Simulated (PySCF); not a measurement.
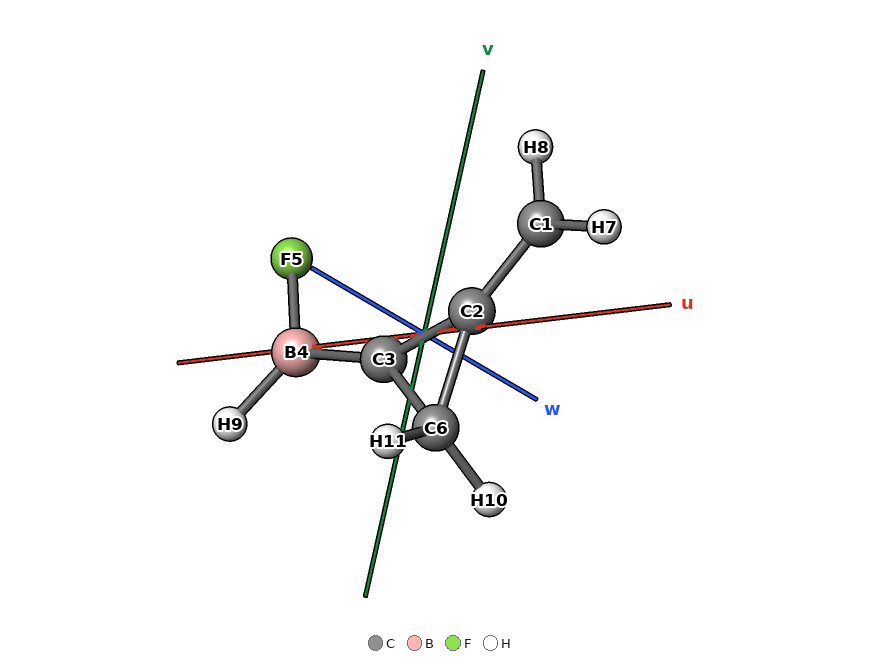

The lines u, v and w are the principal axes of the g tensor. Charge 0, doublet. The computed structure is the end point of a GFN2-xTB optimisation. No frequency run is at hand to confirm it as a minimum. Method: UKS B3LYP, pcH-1 on B C F H, non-relativistic, mean-field spin-orbit, GIAO (PySCF 2.14.0).

Question. Along which axis does g lie farthest from the free-electron value?

Answer. Along u (nearly parallel to the C3–B4 bond): the shift is 1119 ppm.

Give the principal values and shifts.

```json
{"axis": "u", "g": "2.00344", "shift (ppm)": "1119"}
{"axis": "v", "g": "2.00305", "shift (ppm)": "729"}
{"axis": "w", "g": "2.00216", "shift (ppm)": "−158"}
```

The geometry is semi-empirical. Around B such bond lengths and angles can be off by a tenth of an ångström or more and by several degrees, and values that hang on the shape move with them.
